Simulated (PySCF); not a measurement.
**AlNH$_{4}$O$_{2}$: excited-state calculation**

The run: excited-state calculation of AlNH$_{4}$O$_{2}$, SMILES [NH2][Al]([OH])[OH]. Method and program: CIS/aug-cc-pVDZ, RHF (PySCF 2.14.0).

The geometry comes from this level: PBE0-D4/def2-TZVP.

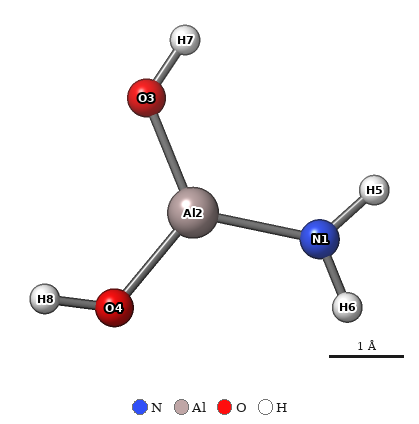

The structure as given in the input (ball-and-stick view, seen on its broad side; atoms are numbered from 1 in the order of the input). Sticks mark near contacts.

Input file (job.py):
```python
# [NH2][Al]([OH])[OH]
from pyscf import gto, scf, tdscf

mol = gto.M(
    atom='mol.xyz',
    spin=0,
    verbose=3,
    basis='aug-cc-pvdz',
    max_memory=1860,
)

mf = scf.RHF(mol)
mf.conv_tol = 1e-10
mf.kernel()
if not mf.converged:
    mf = mf.newton().run(mf.mo_coeff, mf.mo_occ)

energy = mf.e_tot
print('E(%s) = %.9f' % ('CIS', energy))

td = mf.TDA()
td.nstates = 12
td.kernel()
td.analyze()
roots = td.e * 27.211386
osc = td.oscillator_strength()
print('state   eV      nm      f')
for i, (w, f) in enumerate(zip(roots, osc), 1):
    print('%3d %9.4f %8.1f %9.5f' % (i, w, 1239.842 / w, f))
```

File mol.xyz:
```
8

N     -0.453400     1.370900     0.159000
Al     0.021900    -0.314300    -0.015200
O      1.569400    -0.806100    -0.500900
O     -1.140100    -1.496100     0.324200
H      0.132800     2.170000    -0.009000
H     -1.372600     1.662000     0.447700
H      2.287000    -0.213800    -0.712700
H     -0.952800    -2.429800     0.251200
```

Machine: 1 thread of Arm Neoverse V1, 24 GiB of memory available, shared host.

Launch command:
```bash
OMP_NUM_THREADS=1 python job.py
```

Output:
```
converged SCF energy = -448.613051159571
E(CIS) = -448.613051160
Excitation energies (eV)
[6.72092726 8.17502508 8.18970099 8.60462168 8.65993555 9.10057422
 9.27807926 9.36933028 9.55654577 9.65220516 9.8435171  9.95256709]

** Singlet excitation energies and oscillator strengths **
state   eV      nm      f
  1    6.7209    184.5   0.07210
  2    8.1750    151.7   0.00260
  3    8.1897    151.4   0.00123
  4    8.6046    144.1   0.00021
  5    8.6599    143.2   0.00835
  6    9.1006    136.2   0.19620
  7    9.2781    133.6   0.00527
  8    9.3693    132.3   0.08695
  9    9.5565    129.7   0.06874
 10    9.6522    128.5   0.00378
 11    9.8435    126.0   0.00266
 12    9.9526    124.6   0.24878
```

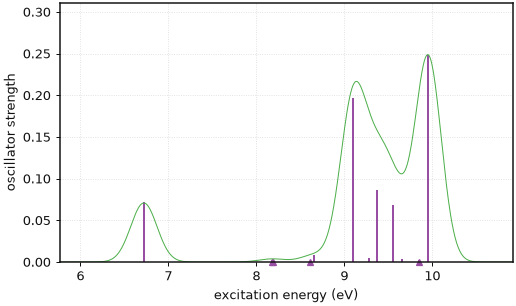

Computed excitations as sticks (degenerate states added up, dark ones marked on the axis), with a Gaussian envelope of 0.35 eV full width at half maximum, scaled to the tallest. Of the 12 states the lowest lies at 6.72 eV (f = 0.072); the strongest line is at 9.95 eV, or 125 nm (f = 0.249).

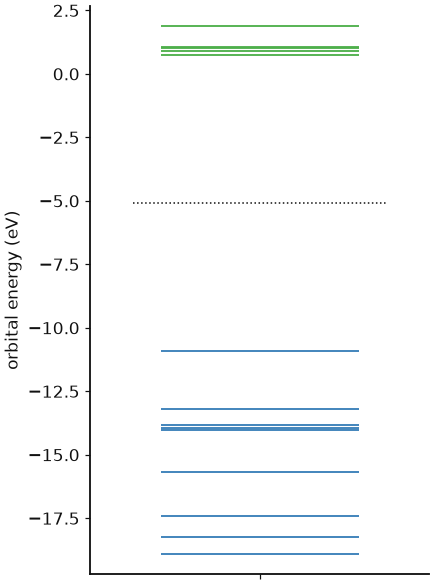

Orbital energies near the frontier (SCF reference); the dotted line parts filled from empty levels, and levels within 0.02 eV of each other stand side by side. Highest filled −10.91 eV, lowest empty 0.73 eV, 11.64 eV apart.

Summary:

| quantity | value |
| --- | --- |
| outcome | converged |
| total energy | −448.613051 hartree |
| basis functions | 132 |
| HOMO of the SCF reference | −10.91 eV |
| LUMO of the SCF reference | 0.73 eV |
| lowest excitation | 6.72 eV |
| wall time | 88 s |
| peak memory | 0.46 GiB |
